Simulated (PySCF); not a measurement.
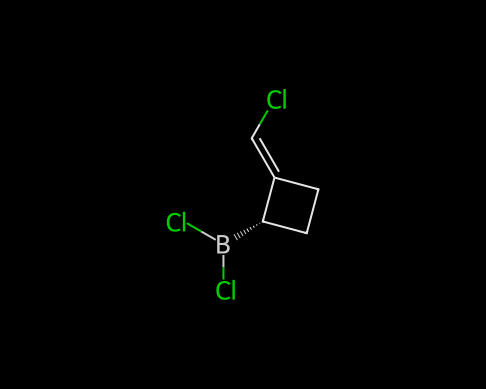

Skeletal drawing of a molecule.

Give its SMILES.

Answer. Cl/C=C1\CC[C@@H]1B(Cl)Cl

What is the molecular formula?

Answer. C5H6BCl3.

An optimisation with GFN2-xTB gave a structure of which point group?

Answer. C1.

More results for the same structure follow; atom numbers are the same in all pictures, views and colours differ. The computed structure is the end point of a GFN2-xTB optimisation. No frequency run is at hand to confirm it as a minimum.

## Geometry

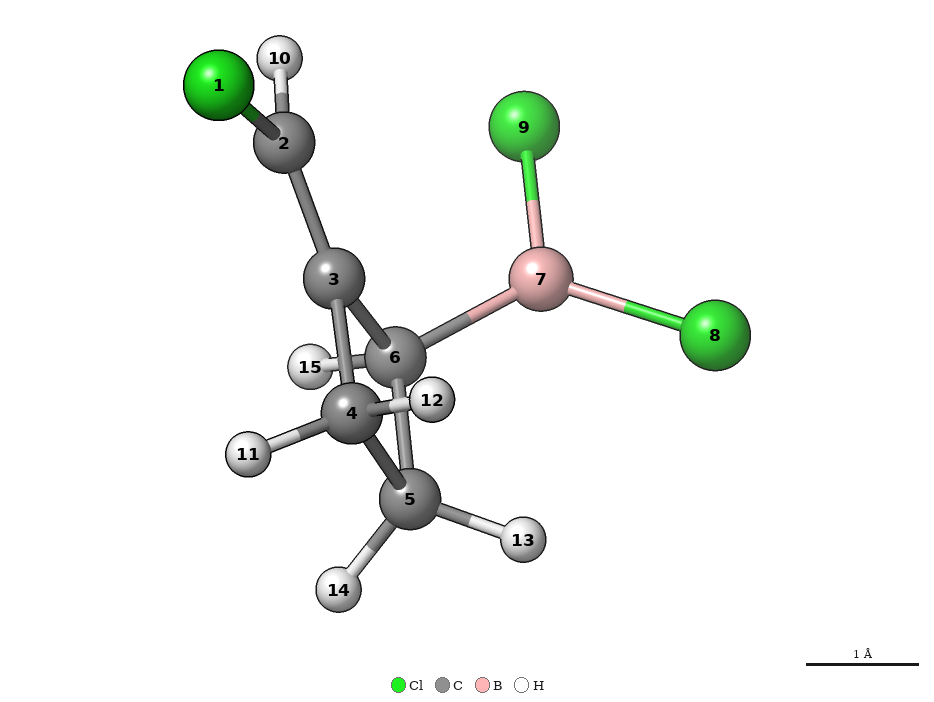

The atoms are numbered. No frequency run is at hand to confirm it as a minimum.

Give the bond lengths.

```csv
bond,length (Å),order
Cl1–C2,1.726,single
C2–C3,1.318,double
C2–H10,1.078,single
C3–C4,1.498,single
C3–C6,1.524,single
C4–C5,1.539,single
C4–H11,1.089,single
C4–H12,1.089,single
C5–C6,1.549,single
C5–H13,1.087,single
C5–H14,1.086,single
C6–B7,1.588,single
C6–H15,1.093,single
B7–Cl8,1.713,single
B7–Cl9,1.720,single
```

## Dipole moment

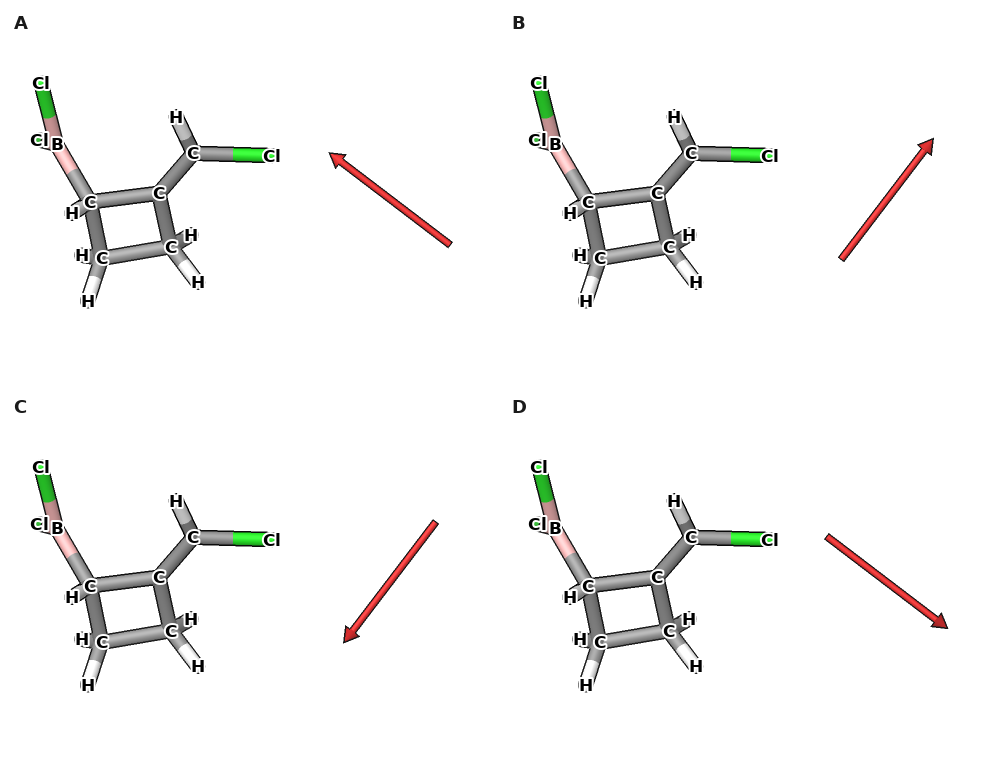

The same molecule four times, each with an arrow. No frequency run is at hand to confirm it as a minimum. Level of theory: PBE0/def2-SVPD, gas phase (PySCF 2.14.0).

Which arrow points along the dipole moment, from the negative to the positive end?

Answer. C. The dipole moment is 1.92 D.

## Polarisability

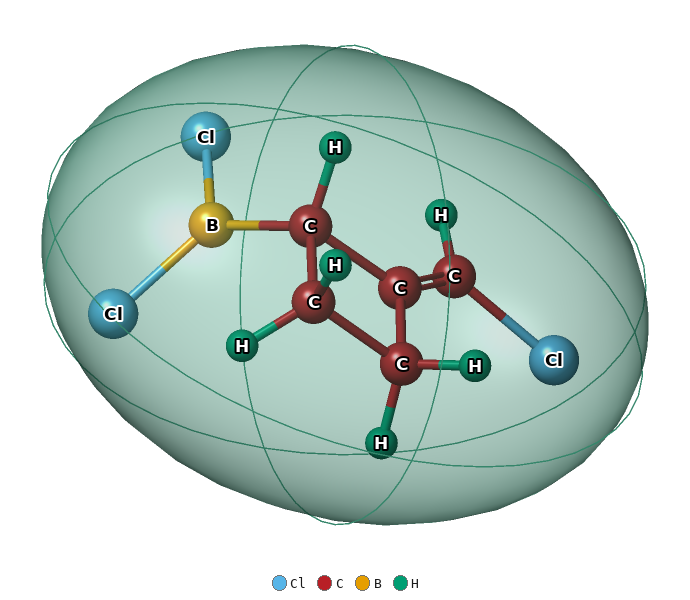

The ellipsoid shows the static dipole polarisability: its half-axes are proportional to the principal values. No frequency run is at hand to confirm it as a minimum. Method: PBE0/def2-SVPD (PySCF 2.14.0).

How large and how anisotropic is the polarisability?

Answer. Principal values 87.9, 112.5, 132.1 bohr³; mean 110.8 bohr³ (16.42 Å³); anisotropy 38.4 bohr³, so the longest axis is 1.50 times the shortest.

## Excitation

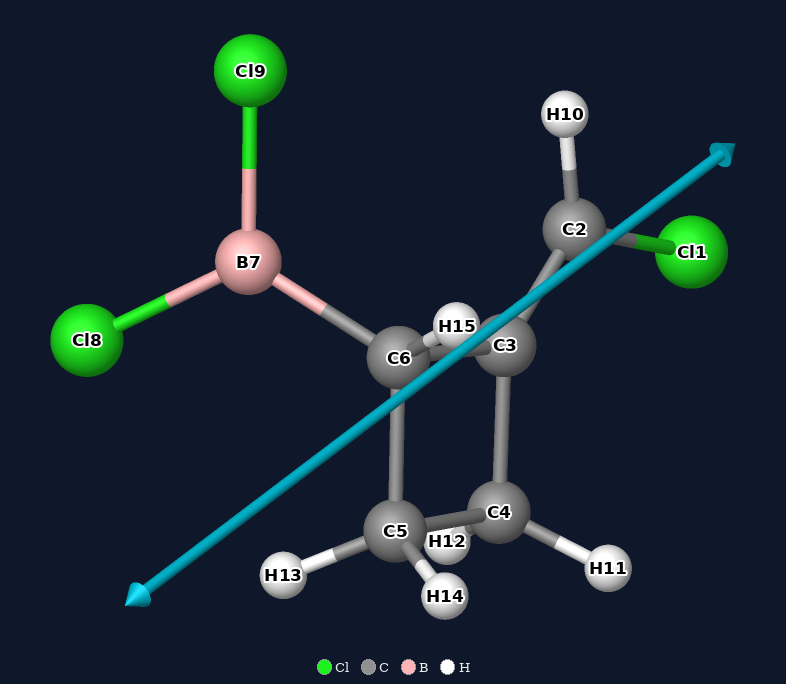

The double arrow shows the direction of the transition dipole to excited singlet state 4 (its length means nothing). No frequency run is at hand to confirm it as a minimum. Properties computed with TDDFT PBE0/def2-SVPD, vertical, gas phase, core orbitals frozen in the response (PySCF 2.14.0).

Where does the transition lie, and how strong is it?

Answer. 6.24 eV (199 nm), oscillator strength 0.14, mainly HOMO → LUMO+1 (weight 0.65); transition dipole 2.39 D.

The geometry is semi-empirical. Around B such bond lengths and angles can be off by a tenth of an ångström or more and by several degrees, and values that hang on the shape move with them.
